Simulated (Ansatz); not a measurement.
# Run report: GeH2F4, molecular dynamics (part 3 of 3)

Continued. System: GeH2F4. Method: RKS r2SCAN-D4/def2-SVP (Ansatz 0.2.0). It belongs to a series of runs on one base structure; here: dynamics from the highest image of the converged band.

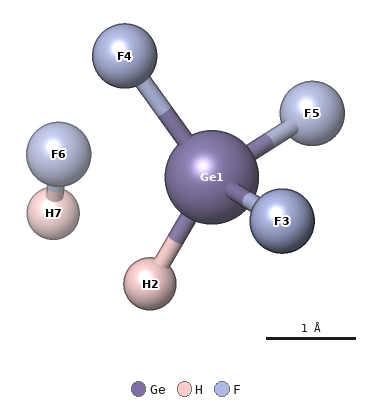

Fig. 1: The geometry at step 83 of the log (ball-and-stick view, seen at a tilt; atoms are numbered from 1 in the order of the input).

## What the program printed, continued
```
md step   199: t =    99.50 fs  T =  2144.4 K  F+E_penalty+E_count = -67400.42717534 eV  E_kin = 1.385927 eV  conserved = -67399.04124858 eV  (26 SCF iters, 3 dispersion substeps)
these checks for a lower state are left out or cut short: starts, cluster_reference, orbital_swaps, neighbouring_geometries, increment
1059 factors; their error is unknown
mean field -67400.39440229 eV, -2476.9188086559 hartree, gradient 7.3e-5 eV, S^2 0.000000; 0 other end points of the search recorded, 0 dependent functions left out
the calculation of the forces begins
reference -67400.39441110 eV, -2476.9188089796 hartree; 35, 35 occupied and 63, 63 virtual orbitals, 1059 factors
1059 factors; their error is unknown
mean field evaluation 1280: about -67400.3944 eV, gradient 5.4e-5 eV
mean field -67400.39440229 eV, -2476.9188086559 hartree, gradient 7.3e-5 eV, S^2 0.000000; 1 other end points of the search recorded, 0 dependent functions left out
the calculation of the forces begins
reference -67400.39441110 eV, -2476.9188089796 hartree; 35, 35 occupied and 63, 63 virtual orbitals, 1059 factors
md step   200: t =   100.00 fs  T =  2126.9 K  F+E_penalty+E_count = -67400.41564264 eV  E_kin = 1.374607 eV  conserved = -67399.04103521 eV  (27 SCF iters, 3 dispersion substeps)
```

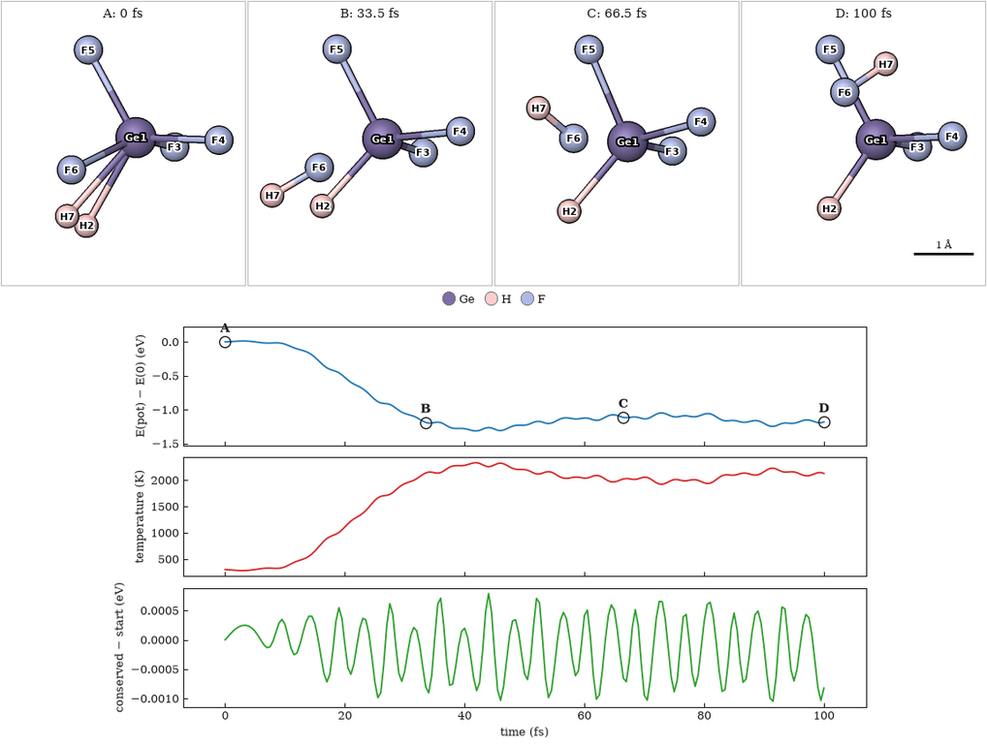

Fig. 2: Frames of the molecular dynamics (ball-and-stick, seen at a tilt) above the curves, on which the letters mark them. The trajectory kept here has 201 frames over 100 fs. The temperature starts at 300 K, ranges from 280 to 2331 K and averages 2069 K over the second half. The potential energy ends 1.182 eV below its first value. The conserved quantity stays within 0.0018 eV. After an unweighted best fit of the last frame on the first, the root-mean-square displacement is 1.44 Å, and H7 has moved furthest (2.46 Å).

```
Total energy: -67400.41565145 eV, -2476.9195895481 hartree
Atom 0 at     0.263938    -0.089786    -0.057549 Å, force    -0.975144    -0.081737     0.028344 eV/Å
Atom 1 at     0.449330    -0.085857     1.420838 Å, force     0.234270    -0.356334     0.480250 eV/Å
Atom 2 at     1.667946     0.123193    -0.972851 Å, force     0.729232     0.036770    -0.413264 eV/Å
Atom 3 at    -0.713256     1.287675    -0.356927 Å, force    -0.236517     0.069600    -0.292419 eV/Å
Atom 4 at    -0.532631    -1.462051    -0.741583 Å, force     0.171263     0.325859     0.225580 eV/Å
Atom 5 at    -4.075743     0.363535     1.475985 Å, force     0.023038    -0.169002     0.490761 eV/Å
Atom 6 at    -4.008125     0.626621     0.602221 Å, force     0.053858     0.174845    -0.519252 eV/Å
Dipole moment:     0.158446     0.022718     0.118111 e Å
```

## Trajectory as extended XYZ (Å, eV, eV/Å), 13 of the 201 frames kept, from step=0 to step=200
```
7
Properties=species:S:1:pos:R:3:forces:R:3 step=0 time_fs=0.0 energy=-67399.23410 temperature=300.0
Ge   -0.2633   -0.0002   -0.0188   -0.0020   0.0001   0.0026
H     0.0648    0.0013    1.7207   -0.0140  -0.0001  -0.0048
F     1.4563   -0.0008   -0.1652    0.0145   0.0000   0.0073
F    -0.6646    1.4594   -0.8111   -0.0024  -0.0143  -0.0038
F    -0.6648   -1.4588   -0.8128   -0.0024   0.0142  -0.0038
F    -1.9093   -0.0012    0.9706   -0.0305   0.0001   0.0010
H    -0.9054    0.0004    1.7202    0.0369  -0.0001   0.0015
7
Properties=species:S:1:pos:R:3:forces:R:3 step=17 time_fs=8.5 energy=-67399.24827 temperature=322.1
Ge   -0.2518   -0.0013   -0.0200    2.3096  -0.3974  -0.1560
H     0.0694   -0.1063    1.5690    0.0789  -0.0551  -0.0528
F     1.4491    0.0016   -0.1377    1.1961   0.1216  -0.9585
F    -0.7034    1.4503   -0.8124   -0.1295  -0.1759  -0.0362
F    -0.6791   -1.4645   -0.8266   -0.1851   0.4409   0.0774
F    -1.8765    0.0278    0.9738   -3.7173   0.1562  -0.0691
H    -1.2181   -0.1266    1.6595    0.4472  -0.0904   1.1952
7
Properties=species:S:1:pos:R:3:forces:R:3 step=33 time_fs=16.5 energy=-67399.58550 temperature=842.8
Ge   -0.2248   -0.0056   -0.0223    1.5941  -0.6760   0.5417
H     0.0644   -0.2512    1.5012   -0.0673   0.0768   0.1000
F     1.4786    0.0079   -0.1410    1.2131   0.2807  -1.1961
F    -0.7431    1.4357   -0.8143    0.0271  -0.4044   0.1196
F    -0.6978   -1.4562   -0.8374   -0.1569   0.5393  -0.0027
F    -1.9353    0.0559    0.9942   -2.3433   0.0234   0.8909
H    -1.5077   -0.2075    1.8121   -0.2668   0.1601  -0.4534
7
Properties=species:S:1:pos:R:3:forces:R:3 step=50 time_fs=25.0 energy=-67400.08452 temperature=1614.7
Ge   -0.1810   -0.0161   -0.0199    1.2969  -0.4180   0.6078
H     0.0259   -0.3386    1.4688   -0.1797   0.2380   0.0350
F     1.5488    0.0242   -0.1854    0.0437   0.2742  -0.9394
F    -0.7839    1.4057   -0.8116    0.2607  -0.6247   0.3687
F    -0.7230   -1.4289   -0.8490   -0.0764   0.3770  -0.1004
F    -2.0839    0.0899    1.0353   -1.1842  -0.1122   0.7872
H    -1.9035   -0.2565    1.9005   -0.1609   0.2658  -0.7590
7
Properties=species:S:1:pos:R:3:forces:R:3 step=67 time_fs=33.5 energy=-67400.42225 temperature=2137.1
Ge   -0.1244   -0.0303   -0.0129    1.0562  -0.0171   0.5670
H    -0.1218   -0.2852    1.5112    0.1404   0.2577  -0.5048
F     1.6206    0.0497   -0.2631   -1.0527   0.0441  -0.3592
F    -0.8154    1.3540   -0.7961    0.4083  -0.4676   0.4069
F    -0.7507   -1.3881   -0.8637    0.1246   0.1126  -0.0271
F    -2.2830    0.1291    1.0824   -0.6725  -0.1799   0.5010
H    -2.3175   -0.3012    1.9179   -0.0044   0.2501  -0.5838
7
Properties=species:S:1:pos:R:3:forces:R:3 step=83 time_fs=41.5 energy=-67400.54541 temperature=2327.9
Ge   -0.0623   -0.0434   -0.0044    0.4512   0.2969  -0.9044
H    -0.1839   -0.1260    1.4655    0.0846  -0.0913   0.6636
F     1.6568    0.0755   -0.3496   -1.0369  -0.1570  -0.0630
F    -0.8321    1.2904   -0.7685    0.3237   0.0924   0.1594
F    -0.7726   -1.3457   -0.8783    0.3675  -0.1239   0.1856
F    -2.4930    0.1686    1.1274   -0.3846  -0.5249   0.7747
H    -2.7252   -0.3486    1.8831    0.1946   0.5078  -0.8159
7
Properties=species:S:1:pos:R:3:forces:R:3 step=100 time_fs=50.0 energy=-67400.46295 temperature=2200.5
Ge    0.0071   -0.0552    0.0008   -0.9182   0.2263   0.7771
H    -0.1694    0.0070    1.5616    0.2673  -0.3312  -0.9667
F     1.6614    0.0976   -0.4445   -0.0816  -0.2245  -0.0629
F    -0.8390    1.2270   -0.7338    0.0961   0.7651  -0.1023
F    -0.7829   -1.3054   -0.8870    0.5586  -0.3993   0.3930
F    -2.7232    0.2090    1.1779   -0.1821  -0.3907   0.3761
H    -3.1651   -0.3743    1.7616    0.2599   0.3544  -0.4144
7
Properties=species:S:1:pos:R:3:forces:R:3 step=117 time_fs=58.5 energy=-67400.37145 temperature=2058.8
Ge    0.0686   -0.0649    0.0068   -1.6028   0.1285  -1.3921
H    -0.0259   -0.0639    1.4603    0.0262  -0.2495   1.2111
F     1.6625    0.1119   -0.5424    0.6964  -0.1429  -0.2362
F    -0.8415    1.1900   -0.7016    0.1112   0.9320   0.0576
F    -0.7731   -1.2794   -0.8819    0.5960  -0.6350   0.3933
F    -2.9526    0.2457    1.2314    0.0864  -0.1008   0.0624
H    -3.5753   -0.3567    1.5603    0.0866   0.0676  -0.0962
7
Properties=species:S:1:pos:R:3:forces:R:3 step=133 time_fs=66.5 energy=-67400.34785 temperature=2022.3
Ge    0.1132   -0.0729    0.0077   -1.0759   0.0855   0.4360
H     0.1550   -0.2684    1.5728   -0.0485   0.1788  -1.0587
F     1.6831    0.1205   -0.6411    0.2419  -0.0876  -0.0288
F    -0.8397    1.1852   -0.6687    0.3212   0.6434   0.4683
F    -0.7446   -1.2761   -0.8644    0.3947  -0.7936   0.2115
F    -3.1661    0.2767    1.2839   -0.1955  -0.2807   0.0423
H    -3.9024   -0.2937    1.3099    0.3620   0.2542  -0.0706
7
Properties=species:S:1:pos:R:3:forces:R:3 step=150 time_fs=75.0 energy=-67400.34055 temperature=2010.6
Ge    0.1508   -0.0798    0.0063   -0.0699   0.4402  -1.8731
H     0.3312   -0.4270    1.4318   -0.0573   0.1416   0.7721
F     1.7115    0.1263   -0.7462   -0.6786  -0.0916   0.3941
F    -0.8262    1.2023   -0.6174    0.4862   0.2231   0.6951
F    -0.7005   -1.2999   -0.8384    0.1711  -0.6884   0.0346
F    -3.3937    0.3045    1.3406    0.1422  -0.0117   0.0457
H    -4.1254   -0.1484    1.0054    0.0063  -0.0132  -0.0686
7
Properties=species:S:1:pos:R:3:forces:R:3 step=167 time_fs=83.5 energy=-67400.39874 temperature=2100.7
Ge    0.1879   -0.0837   -0.0078    0.4394   0.0553  -0.8500
H     0.4278   -0.4225    1.4691   -0.1800   0.3439  -0.2889
F     1.7176    0.1287   -0.8376   -0.8654  -0.1111   0.5552
F    -0.7960    1.2286   -0.5420    0.3444   0.0573   0.5231
F    -0.6494   -1.3483   -0.8103    0.1369  -0.3245   0.0866
F    -3.6236    0.3274    1.3949    0.3979   0.0985   0.3604
H    -4.2010    0.0740    0.7305   -0.2733  -0.1194  -0.3864
7
Properties=species:S:1:pos:R:3:forces:R:3 step=183 time_fs=91.5 energy=-67400.48136 temperature=2228.2
Ge    0.2256   -0.0866   -0.0301   -0.1195  -0.0524  -0.3401
H     0.4351   -0.2367    1.4717   -0.0161  -0.0247  -0.1987
F     1.6965    0.1273   -0.9064   -0.2191  -0.0859   0.2258
F    -0.7564    1.2558   -0.4541    0.0317   0.0882   0.1091
F    -0.5964   -1.4048   -0.7808    0.2229   0.0849   0.2326
F    -3.8423    0.3454    1.4399    0.1124  -0.0281   0.0871
H    -4.1497    0.3361    0.5707   -0.0124   0.0180  -0.1159
7
Properties=species:S:1:pos:R:3:forces:R:3 step=200 time_fs=100.0 energy=-67400.41564 temperature=2126.9
Ge    0.2639   -0.0898   -0.0575   -0.9751  -0.0817   0.0283
H     0.4493   -0.0859    1.4208    0.2343  -0.3563   0.4802
F     1.6679    0.1232   -0.9729    0.7292   0.0368  -0.4133
F    -0.7133    1.2877   -0.3569   -0.2365   0.0696  -0.2924
F    -0.5326   -1.4621   -0.7416    0.1713   0.3259   0.2256
F    -4.0757    0.3635    1.4760    0.0230  -0.1690   0.4908
H    -4.0081    0.6266    0.6022    0.0539   0.1748  -0.5193
```

The run was set up as follows.

## Input file
```yaml
crystal:
  periodic: [false, false, false]
  atoms:
    - { symbol: Ge, position_ang: [-0.263274, -0.00021, -0.01885] }
    - { symbol: H, position_ang: [0.064781, 0.001289, 1.720736] }
    - { symbol: F, position_ang: [1.456258, -0.000783, -0.165249] }
    - { symbol: F, position_ang: [-0.66457, 1.459353, -0.811082] }
    - { symbol: F, position_ang: [-0.664751, -1.458814, -0.8128] }
    - { symbol: F, position_ang: [-1.909331, -0.001247, 0.970583] }
    - { symbol: H, position_ang: [-0.90541, 0.000412, 1.720162] }
basis:
  gaussian: { orbitals: def2-SVP }
hamiltonian:
  xc: r2scan
  dispersion: d4
md:
  timestep: 0.5
  n_steps: 200
  ensemble: nve
  temperature: 300.0
  initial_velocities: maxwell_boltzmann
  seed: 9703
```

Launch command:
```bash
ansatz run input.yaml --threads 4 --pin off --max-ram 5120MiB --backend cpu --events-out ev --progress --plain --runs-dir out
```

## Key numbers

```tsv
quantity	value
outcome	finished
mean temperature over the second half	2069 K
trajectory	200 steps, 100 fs
ensemble	nve
temperature in the input	300.0 K
time step	0.5 fs
potential energy (last step)	−67400.4157 eV
mean-field energy (last step)	−67400.3944 eV
largest force (length of the vector) (last step)	0.979 eV/Å
hardware	4 threads of AMD EPYC (Zen 3), 24 GiB of memory available, shared host
wall time	3.6 min (CPU time 13 min)
peak memory	0.18 GiB
```

So short a trajectory is not equilibrated.
